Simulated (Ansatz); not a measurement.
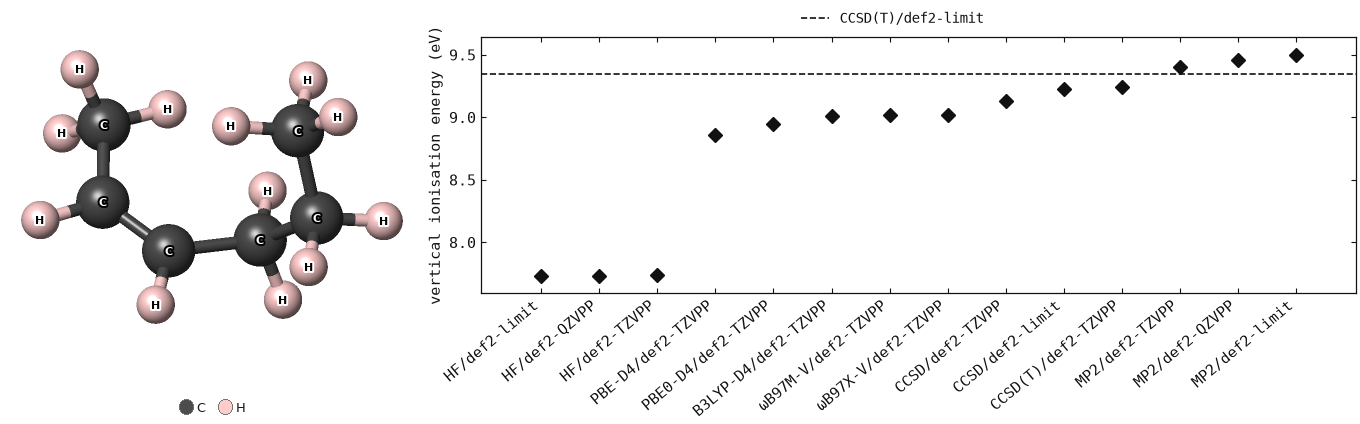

Vertical ionisation energy of C₆H₁₂, SMILES C/C=C\CCC, taken as the energy of the cation less that of the neutral at fixed geometry (unrestricted doublet cation, cores frozen in correlated methods, no spin-orbit coupling), the Ansatz code, at a PBE0-D4/def2-TZVP geometry (no frequency check). Limit means an estimate of the basis limit from triple and quadruple zeta; for coupled cluster it is either extrapolated directly or built as the MP2 limit plus the step from MP2 in triple zeta. The distance of CCSD/def2-TZVPP, CCSD(T)/def2-TZVPP, MP2/def2-TZVPP and MP2/def2-QZVPP to the limit includes basis error.

Question: Which level comes closest to the line (CCSD(T)/def2-limit), and which misses most?

Answer: Closest MP2/def2-TZVPP (9.40 eV), against 9.34 eV; farthest HF/def2-limit (7.73 eV).

Question: Give the values.

Answer:
```csv
level,eV,less CCSD(T)/def2-limit
HF/def2-limit,7.73,−1.61
HF/def2-QZVPP,7.73,−1.61
HF/def2-TZVPP,7.74,−1.60
PBE-D4/def2-TZVPP,8.86,−0.48
PBE0-D4/def2-TZVPP,8.94,−0.40
B3LYP-D4/def2-TZVPP,9.01,−0.34
ωB97M-V/def2-TZVPP,9.01,−0.33
ωB97X-V/def2-TZVPP,9.02,−0.32
CCSD/def2-TZVPP,9.13,−0.21
CCSD/def2-limit,9.23,−0.12
CCSD(T)/def2-TZVPP,9.24,−0.10
MP2/def2-TZVPP,9.40,0.06
MP2/def2-QZVPP,9.45,0.11
MP2/def2-limit,9.50,0.16
CCSD(T)/def2-limit,9.34,0.00
```

Caveats, for all or some of the runs: one conformer of a flexible molecule.
